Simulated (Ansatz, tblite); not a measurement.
# The cluster InGa5: a ladder of methods and basis sets

Aim: run the singlet of the cluster InGa5 at one geometry on many levels, and compare frontier levels, spin and run time.

Method: as each input shows; program: Ansatz 0.2.0, Gaussian basis.

Levels to be run: GFN1-xTB, PBE-D4/def2-TZVP, r2SCAN-D4/def2-TZVP, B2PLYP/def2-TZVP, r2SCAN0-D4/def2-TZVP, BHLYP-D4/def2-TZVP, PBE-D4/def2-SVP, PBE0-D4/def2-SVP, PBE0-D4/def2-TZVPD, PBE-D4/def2-TZVPD, B2PLYP/def2-TZVPD, MP2/def2-TZVP, RPA/def2-TZVP.

6 further runs of the same task are left out: 3 that didn't finish, 3 set aside as unsound or not needed.

**1. The structure**

The geometry is that of the singlet, from an earlier relaxation (PBE-D4/def2-SVP). At that level it is the lowest of the isomers that a small search found.

6 atoms, charge 0, spin multiplicity 1.

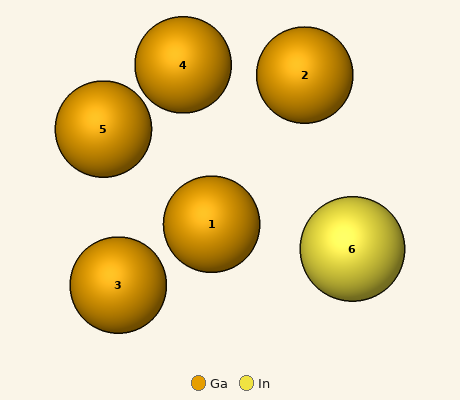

The structure; gallium amber, indium yellow; atoms are numbered from 1 in the order of the file.

In takes a core potential in the def2 sets. No spin-orbit coupling is included.

PBE0-D4/def2-TZVP was run before; its log isn't repeated, and its numbers join the tables.

**2. GFN1-xTB**

Tight binding, by tblite at 300 K electronic temperature and without a spin-polarisation term:

```python
tblite.interface.Calculator('GFN1-xTB', numbers, positions, charge=0, uhf=0).singlepoint()
```

Energy -219.6235 eV, HOMO -7.80 eV, LUMO -6.43 eV; 0.007 s.

**3. PBE-D4/def2-TZVP**

start.molden holds the orbitals of an earlier run on this state, given as this run's starting guess.

in.yaml

```yaml
crystal:
  periodic: [false, false, false]
  atoms:
    - {symbol: Ga, position_ang: [-0.474075, 1.882323, -0.078347]}
    - {symbol: Ga, position_ang: [-0.949067, -1.731671, 0.956459]}
    - {symbol: Ga, position_ang: [1.831830, 0.955331, -0.667398]}
    - {symbol: Ga, position_ang: [-1.407677, -0.303339, -1.068987]}
    - {symbol: Ga, position_ang: [0.922244, -1.301668, -1.436290]}
    - {symbol: In, position_ang: [0.076746, 0.499024, 2.294562]}
basis:
  gaussian: {orbitals: def2-TZVP, initial_orbitals: start.molden}
hamiltonian: {xc: pbe, dispersion: d4}
scf: {omitted_lower_state_checks: [starts]}
output: {orbitals: {seedname: orbitals}}
```

Run with:

```bash
> ansatz run in.yaml --threads 4 --pin off --events-out ev --progress --plain --max-ram 4787MiB
```

Output:

```text
Functional definition: PBE
  name "PBE"
  cite "Perdew, Burke & Ernzerhof, Phys. Rev. Lett. 77, 3865 (1996) doi:10.1103/PhysRevLett.77.3865"
  parent pbe
  parameter kappa = 0.804
  parameter beta = 0.06672455060314922
  exchange = pbe_x(kappa = kappa, mu = beta*pi^2/3)
  correlation = pbe_c(beta = beta)
these checks for a lower state are left out or cut short: starts
2228 factors; their error is unknown
mean field evaluation 1: about -267027.6216 eV, gradient 1.7e1 eV
mean field evaluation 2: about -267027.8911 eV, gradient 3.3e-1 eV
mean field evaluation 4: about -267027.8414 eV, gradient 4.2e-2 eV
mean field -267027.84140522 eV, -9813.0921736702 hartree, gradient 1.8e-5 eV, S^2 0.000000; 0 other end points of the search recorded, 0 dependent functions left out
reference -267027.84144404 eV, -9813.0921750967 hartree; 88, 88 occupied and 202, 202 virtual orbitals, 2228 factors
Total energy: -267028.30383392 eV, -9813.1091676116 hartree
Checks for a lower state left out: starts
```

Run time: 7 s. Hardware: 4 threads of Arm Neoverse V2, shared host; peak memory 0.74 GiB.

From the report: HOMO -4.45 eV, LUMO -3.74 eV.

**4. r2SCAN-D4/def2-TZVP**

Changes to in.yaml since step 3:

```diff
@@ -11,3 +11,3 @@
   gaussian: {orbitals: def2-TZVP, initial_orbitals: start.molden}
-hamiltonian: {xc: pbe, dispersion: d4}
+hamiltonian: {xc: r2scan, dispersion: d4}
 scf: {omitted_lower_state_checks: [starts]}
```

Same command.

Output:

```text
Functional definition: r2SCAN
  name "r2SCAN"
  cite "Furness, Kaplan, Ning, Perdew & Sun, J. Phys. Chem. Lett. 11, 8208 (2020) doi:10.1021/acs.jpclett.0c02405"
  cite "Furness, Kaplan, Ning, Perdew & Sun, J. Phys. Chem. Lett. 11, 9248 (2020) doi:10.1021/acs.jpclett.0c03077"
  parent r2scan
  parameter k0 = 0.174
  parameter k1 = 0.065
  parameter a1 = 4.9479
  exchange = r2scan_x(k0 = k0, k1 = k1, a1 = a1)
  correlation = r2scan_c
these checks for a lower state are left out or cut short: starts
2228 factors; their error is unknown
mean field evaluation 1: about -267066.9293 eV, gradient 1.2e1 eV
mean field evaluation 2: about -267067.0694 eV, gradient 2.0e-1 eV
mean field evaluation 4: about -267066.9996 eV, gradient 8.4e-4 eV
mean field -267066.99962181 eV, -9814.5312115874 hartree, gradient 2.0e-5 eV, S^2 0.000000; 0 other end points of the search recorded, 0 dependent functions left out
reference -267066.99963401 eV, -9814.5312120356 hartree; 88, 88 occupied and 202, 202 virtual orbitals, 2228 factors
Total energy: -267067.07825359 eV, -9814.5341012522 hartree
Checks for a lower state left out: starts
```

It took 17 s on 4 threads of Arm Neoverse V2, shared host; peak memory 0.79 GiB.

From the report: HOMO -4.67 eV, LUMO -3.79 eV.

**5. B2PLYP/def2-TZVP**

Changes to in.yaml since step 4:

```diff
@@ -11,4 +11,4 @@
   gaussian: {orbitals: def2-TZVP, initial_orbitals: start.molden}
-hamiltonian: {xc: r2scan, dispersion: d4}
+hamiltonian: {xc: {name: B2PLYP}}
 scf: {omitted_lower_state_checks: [starts]}
-output: {orbitals: {seedname: orbitals}}
+output: {forces: true}
```

Launched as before.

Output:

```text
Functional definition: B2PLYP
  name "B2PLYP"
  cite "Grimme, J. Chem. Phys. 124, 034108 (2006) doi:10.1063/1.2148954"
  cite "Becke, Phys. Rev. A 38, 3098 (1988) doi:10.1103/PhysRevA.38.3098"
  cite "Lee, Yang & Parr, Phys. Rev. B 37, 785 (1988) doi:10.1103/PhysRevB.37.785"
  parameter a = 0.53
  parameter c = 0.27
  exchange = (1 - a)*b88_x + a*exact_x
  correlation = (1 - c)*lyp_c + c*(mp2_os + mp2_ss)
these checks for a lower state are left out or cut short: starts
2115 factors; integrals over basis functions are off by at most 7.7e-4 eV
mean field evaluation 1: about -266997.6623 eV, gradient 1.8e1 eV
mean field evaluation 2: about -266997.8943 eV, gradient 3.7e-1 eV
mean field evaluation 4: about -266997.9719 eV, gradient 3.9e-3 eV
mean field evaluation 8: about -266997.9719 eV, gradient 2.8e-6 eV
mean field -266997.97192101 eV, -9811.9944903718 hartree, gradient 3.0e-6 eV, S^2 0.000000; 0 other end points of the search recorded, 0 dependent functions left out
49 core orbitals not correlated: weight in the atoms' cores, before any rotation towards them, 1.000 or more for the frozen orbitals, at most 0.000 for the correlated occupied ones
reference -266997.97207203 eV, -9811.9944959214 hartree; 39, 39 occupied and 202, 202 virtual orbitals, 2115 factors
second order -49.68293451 eV of doubles, -0.00000000 eV of singles
the calculation of the forces begins
Total energy: -267011.38646434 eV, -9812.4874657465 hartree
Atom 0 at    -0.474075     1.882323    -0.078347 Å, force     0.035232    -0.054309     0.066442 eV/Å
Atom 1 at    -0.949067    -1.731671     0.956459 Å, force     0.021773     0.040818    -0.008136 eV/Å
Atom 2 at     1.831830     0.955331    -0.667398 Å, force    -0.013900     0.037159     0.022170 eV/Å
Atom 3 at    -1.407677    -0.303339    -1.068987 Å, force     0.016028    -0.006897     0.014764 eV/Å
Atom 4 at     0.922244    -1.301668    -1.436290 Å, force    -0.032467    -0.028472     0.008173 eV/Å
Atom 5 at     0.076746     0.499024     2.294562 Å, force    -0.026667     0.011700    -0.103413 eV/Å
Dipole moment:     0.082249    -0.054759     0.191608 e Å
Checks for a lower state left out: starts
```

Run time: 77 s. Hardware: 4 threads of Arm Neoverse V2, shared host; peak memory 1.8 GiB.

**6. r2SCAN0-D4/def2-TZVP**

Changes to in.yaml since step 5:

```diff
@@ -11,4 +11,4 @@
   gaussian: {orbitals: def2-TZVP, initial_orbitals: start.molden}
-hamiltonian: {xc: {name: B2PLYP}}
+hamiltonian: {xc: {name: r2SCAN0}, dispersion: d4}
 scf: {omitted_lower_state_checks: [starts]}
-output: {forces: true}
+output: {orbitals: {seedname: orbitals}}
```

The command is unchanged.

Output:

```text
Functional definition: r2SCAN0
  name "r2SCAN0"
  cite "Bursch, Neugebauer, Ehlert & Grimme, J. Chem. Phys. 156, 134105 (2022) doi:10.1063/5.0086040"
  cite "Furness, Kaplan, Ning, Perdew & Sun, J. Phys. Chem. Lett. 11, 8208 (2020) doi:10.1021/acs.jpclett.0c02405"
  cite "Furness, Kaplan, Ning, Perdew & Sun, J. Phys. Chem. Lett. 11, 9248 (2020) doi:10.1021/acs.jpclett.0c03077"
  parent r2scan
  parameter a = 0.25
  parameter k0 = 0.174
  parameter k1 = 0.065
  parameter a1 = 4.9479
  exchange = (1 - a)*r2scan_x(k0 = k0, k1 = k1, a1 = a1) + a*exact_x
  correlation = r2scan_c
these checks for a lower state are left out or cut short: starts
2546 factors; their error is unknown
mean field evaluation 1: about -267061.0042 eV, gradient 1.1e1 eV
mean field evaluation 2: about -267061.0517 eV, gradient 8.9e-2 eV
mean field evaluation 4: about -267062.0280 eV, gradient 7.1e-4 eV
mean field -267062.02803163 eV, -9814.3485090183 hartree, gradient 2.2e-5 eV, S^2 0.000000; 0 other end points of the search recorded, 0 dependent functions left out
reference -267062.02804135 eV, -9814.3485093754 hartree; 88, 88 occupied and 202, 202 virtual orbitals, 2546 factors
Total energy: -267062.13931293 eV, -9814.3525985305 hartree
Checks for a lower state left out: starts
```

It took 30 s on 4 threads of Arm Neoverse V2, shared host; peak memory 1.9 GiB.

Report: HOMO -5.22 eV, LUMO -3.25 eV.

**7. BHLYP-D4/def2-TZVP**

Changes to in.yaml since step 6:

```diff
@@ -11,3 +11,3 @@
   gaussian: {orbitals: def2-TZVP, initial_orbitals: start.molden}
-hamiltonian: {xc: {name: r2SCAN0}, dispersion: d4}
+hamiltonian: {xc: {name: BHLYP}, dispersion: d4}
 scf: {omitted_lower_state_checks: [starts]}
```

The command is unchanged.

Output:

```text
Functional definition: BHLYP
  name "BHLYP"
  cite "Becke, J. Chem. Phys. 98, 1372 (1993) doi:10.1063/1.464304"
  cite "Becke, Phys. Rev. A 38, 3098 (1988) doi:10.1103/PhysRevA.38.3098"
  cite "Lee, Yang & Parr, Phys. Rev. B 37, 785 (1988) doi:10.1103/PhysRevB.37.785"
  parameter a = 0.5
  exchange = (1 - a)*b88_x + a*exact_x
  correlation = lyp_c
these checks for a lower state are left out or cut short: starts
2790 factors; their error is unknown
mean field evaluation 1: about -267057.5633 eV, gradient 1.6e1 eV
mean field evaluation 2: about -267057.7444 eV, gradient 3.1e-1 eV
mean field evaluation 4: about -267059.7794 eV, gradient 6.0e-1 eV
mean field evaluation 8: about -267059.7796 eV, gradient 1.8e-5 eV
mean field -267059.77964505 eV, -9814.2658823353 hartree, gradient 1.8e-5 eV, S^2 0.000000; 0 other end points of the search recorded, 0 dependent functions left out
reference -267059.77980658 eV, -9814.2658882715 hartree; 88, 88 occupied and 202, 202 virtual orbitals, 2790 factors
Total energy: -267060.79148180 eV, -9814.3030666502 hartree
Checks for a lower state left out: starts
```

Run time: 27 s. Hardware: 4 threads of Arm Neoverse V2, shared host; peak memory 1.9 GiB.

Report: HOMO -5.44 eV, LUMO -2.46 eV.

**8. PBE-D4/def2-SVP**

Changes to in.yaml since step 7:

```diff
@@ -10,4 +10,4 @@
 basis:
-  gaussian: {orbitals: def2-TZVP, initial_orbitals: start.molden}
-hamiltonian: {xc: {name: BHLYP}, dispersion: d4}
+  gaussian: {orbitals: def2-SVP, initial_orbitals: start.molden}
+hamiltonian: {xc: pbe, dispersion: d4}
 scf: {omitted_lower_state_checks: [starts]}
```

The command is unchanged.

Output:

```text
Functional definition: PBE
  name "PBE"
  cite "Perdew, Burke & Ernzerhof, Phys. Rev. Lett. 77, 3865 (1996) doi:10.1103/PhysRevLett.77.3865"
  parent pbe
  parameter kappa = 0.804
  parameter beta = 0.06672455060314922
  exchange = pbe_x(kappa = kappa, mu = beta*pi^2/3)
  correlation = pbe_c(beta = beta)
these checks for a lower state are left out or cut short: starts
2091 factors; their error is unknown
mean field evaluation 1: about -266993.8141 eV, gradient 2.4e1 eV
mean field evaluation 2: about -266994.1245 eV, gradient 4.6e-1 eV
mean field evaluation 4: about -266994.0290 eV, gradient 3.1e-2 eV
mean field -266994.02899261 eV, -9811.8495904255 hartree, gradient 1.3e-5 eV, S^2 0.000000; 0 other end points of the search recorded, 0 dependent functions left out
reference -266994.02902740 eV, -9811.8495917041 hartree; 88, 88 occupied and 98, 98 virtual orbitals, 2091 factors
Total energy: -266994.49141728 eV, -9811.8665842189 hartree
Checks for a lower state left out: starts
```

Wall time 3.5 s (4 threads of Arm Neoverse V2, shared host).

HOMO -4.50 eV, LUMO -3.79 eV.

(Part 1 of 2 ends here.)
